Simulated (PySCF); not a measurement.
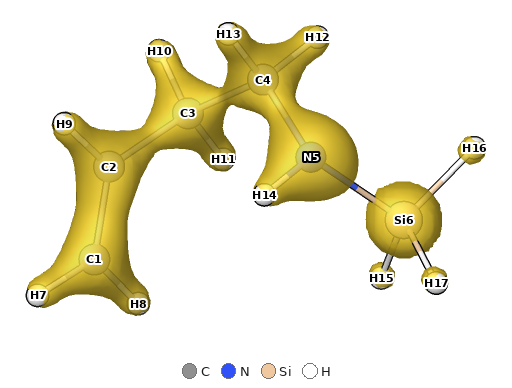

The picture shows: C4H11NSi. Isosurface of the total electron density at 1.5 e/Å³ (yellow), seen across its widest extent.

Geometry: GFN2-xTB.

All numbers below come from PBE0/pcSseg-1, SCF density, gas phase, non-relativistic in PySCF.

Input file:

```
{"job": {"kind": "nmr", "xc": "PBE0", "basis": "pcSseg-1"}, "charge": 0, "multiplicity": 1}
C      2.004818    -0.118136    -1.201270
C      1.837471    -0.143901     0.107917
C      0.735847    -0.872636     0.805748
C     -0.268884     0.121494     1.417533
N     -0.945763     0.925230     0.432732
Si    -2.289656     0.357450    -0.476503
H      2.799869     0.439837    -1.666601
H      1.355178    -0.665458    -1.864645
H      2.500347     0.420234     0.753076
H      1.148358    -1.489489     1.607699
H      0.204528    -1.516558     0.103051
H     -1.027634    -0.432165     1.974250
H      0.257010     0.781611     2.117874
H     -0.293700     1.529571    -0.047086
H     -2.030736    -0.746796    -1.418116
H     -3.259621    -0.110139     0.514183
H     -2.734430     1.531882    -1.221367
```

Run with:

```sh
OMP_NUM_THREADS=1 python probes_run.py task.json out
```

Question: How is the density connected at this value?

Answer: At this value the surface falls into five separate pieces. It bridges the sampled C–C (1.32 Å), C–N (1.44 Å) and N–H (1.01 Å) contacts, where the density stays above the isovalue. It is pinched off along the sampled Si–N (1.72 Å) contacts. On the grid the lowest density along these lines, outside the cores, is 2.3 e/Å³ (C–C, 1.32 Å), 1.9 e/Å³ (C–N, 1.44 Å), 0.93 e/Å³ (Si–N, 1.72 Å) and 2.3 e/Å³ (N–H, 1.01 Å).
